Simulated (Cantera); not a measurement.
Feed: 1 mol TiO2, 2.2 mol CO, equilibrated at 140 Pa.

Cantera equilibrium calculation (NASA polynomials, part measured and part estimated; ideal gas, pure solids and liquids). Candidate condensed phases: C, Ti, TiC, TiO, TiO2, Ti2O3, Ti3O5, Ti4O7; 15 gas species. Mutual solubility and eutectic melting of coexisting phases are not modelled. Condensed phases not in the tables: Magnéli phases beyond Ti4O7. Equilibrium is a limit: real reactors are often held back by kinetics, nucleation or transport.

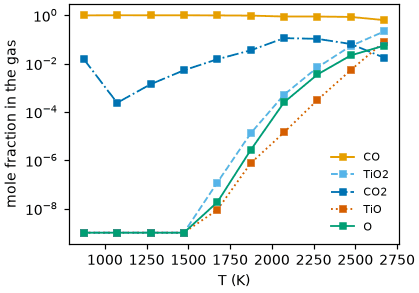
Figure: Equilibrium gas composition (values under 1e-9 drawn at 1e-9)

At 873 K the condensed part is C(graphite) + TiO2(rutile). From 1073 K to 1873 K the condensed part is TiO2(rutile) + Ti4O7(s). From 2073 K to 2473 K the condensed part is Ti4O7(l). At 2673 K nothing is condensed.
